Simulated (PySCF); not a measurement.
Vertical excitations of a molecule C3H6BFO2 from TDA-B3LYP/def2-SVPD in PySCF, as energy in eV (oscillator strength): 6.96 (0.002), 7.29 (0.017), 7.53 (0.028), 7.78 (0.034), 7.82 (0.003), 7.86 (0.006), 8.03 (0.018), 8.21 (0.058), 8.27 (0.032), 8.38 (0.050). Lowest triplet (TDA): 6.83 eV. The structure is a stationary point at B3LYP-D3(BJ)/def2-SVP. The values are those of a single conformer.

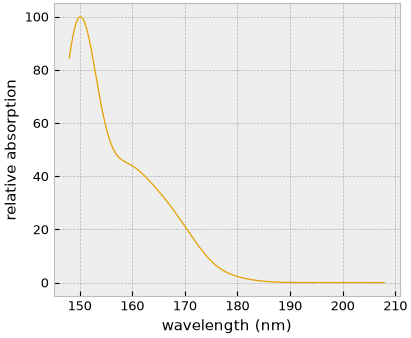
Figure. The lines broadened by 0.4 eV.

Question: Which molecule gave these data?
(A) OB(O)[C@@H]1C[C@@H]1F
(B) C=C(F)B(O)OC
(C) CO/C=C/B(O)F
(D) C[C@@H]1COB(F)O1

Answer: A, OB(O)[C@@H]1C[C@@H]1F
